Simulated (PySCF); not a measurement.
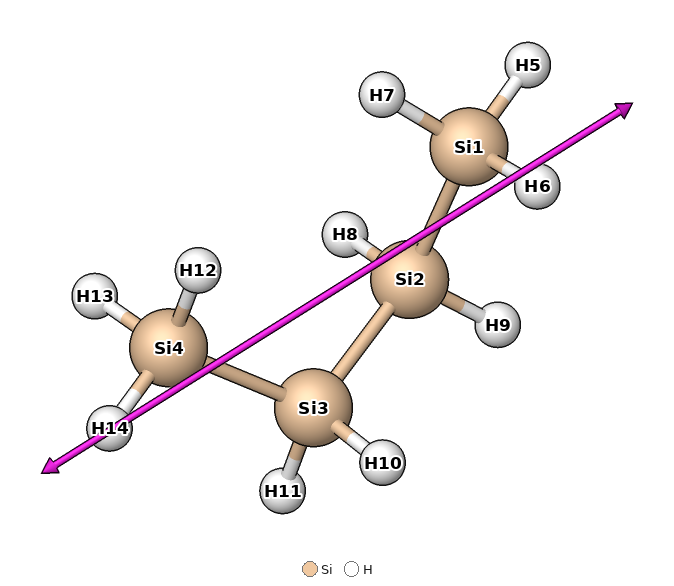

The double arrow shows the direction of the transition dipole to excited singlet state 4 (its length means nothing). The geometry was computed by an optimisation with GFN2-xTB. No frequency run is at hand to confirm it as a minimum. Method: TDDFT PBE0/def2-SVPD, vertical, gas phase, core orbitals frozen in the response (PySCF 2.14.0).

**How is the transition polarised?**

Close to the long direction Si1···Si4.

**Give its energy, strength and character.**

7.03 eV (176 nm), oscillator strength 0.093, mainly HOMO−1 → LUMO+1 (weight 0.74); transition dipole 1.87 D.

The geometry is semi-empirical. Around Si such bond lengths and angles can be off by a tenth of an ångström or more and by several degrees, and values that hang on the shape move with them.
